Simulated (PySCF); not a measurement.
C₂H₂, SMILES C#C, singlet at its B3LYP/def2-SVP optimised geometry (Å):

```
4

C      0.6045    -0.0001     0.0000
C     -0.6046     0.0001    -0.0001
H      1.6788    -0.0001     0.0000
H     -1.6788     0.0001     0.0000
```

Level of theory: B3LYP/def2-TZVP run with PySCF 2.14.0.

Map of the electrostatic potential (hartree/e), clipped to [-0.08, 0.12] on the plane z = 0.8 Å:

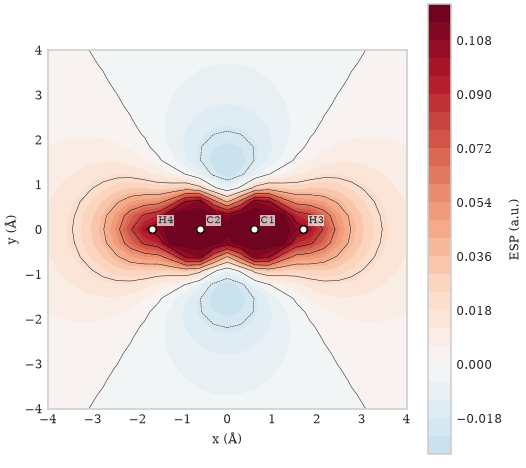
*Electrostatic potential (hartree/e), clipped to [-0.08, 0.12] on the plane z = 0.8 Å.*
